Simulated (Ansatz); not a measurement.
The calculation's input:

```
crystal:
  periodic: [false, false, false]
  atoms:
    - {symbol: N, position_ang: [-1.559652, 1.554580, -0.236054]}
    - {symbol: C, position_ang: [-0.896034, 0.357912, -0.185786]}
    - {symbol: C, position_ang: [0.404035, 0.205509, 0.094189]}
    - {symbol: F, position_ang: [1.097645, 1.342835, 0.419625]}
    - {symbol: Si, position_ang: [1.349770, -1.383201, 0.074041]}
    - {symbol: H, position_ang: [-1.089589, 2.338018, 0.187139]}
    - {symbol: H, position_ang: [-2.552373, 1.533855, -0.084389]}
    - {symbol: H, position_ang: [-1.469943, -0.523361, -0.445890]}
    - {symbol: H, position_ang: [0.378179, -2.450415, -0.282107]}
    - {symbol: H, position_ang: [2.452966, -1.358262, -0.923526]}
    - {symbol: H, position_ang: [1.950397, -1.674471, 1.403359]}
basis:
  gaussian: {orbitals: def2-TZVPP}
hamiltonian: {xc: pbe0, dispersion: d4}
output: {orbitals: {seedname: orbitals}}
```

Run with:

```sh
ansatz run in.yaml --threads 4 --pin off --events-out ev --progress --plain --max-ram 10444MiB
```

Geometry: PBE0-D4/def2-TZVP.

Level of theory: RKS PBE0-D4/def2-TZVPP (Ansatz).

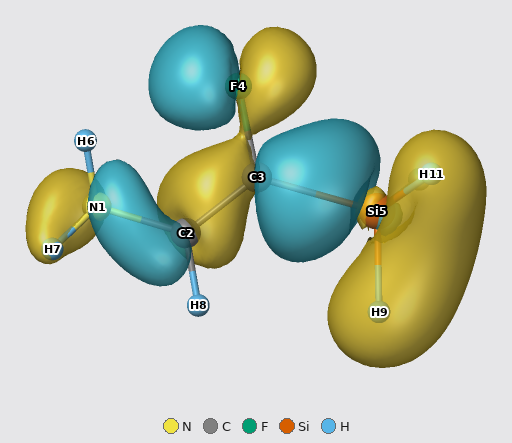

C2H6FNSi (SMILES NC=C(F)[SiH3]). The HOMO−1 at ±0.08 Å⁻³ᐟ² (yellow and cyan are the two phases), seen across its widest extent.

### Describe this orbital and give its energy.

By Hirshfeld shares it lies mainly on C3 (about 25 %), F4 (about 25 %), Si5 (about 25 %), C2 (about 10 %) and H9 (about 5 %). Its energy is −9.33 eV.
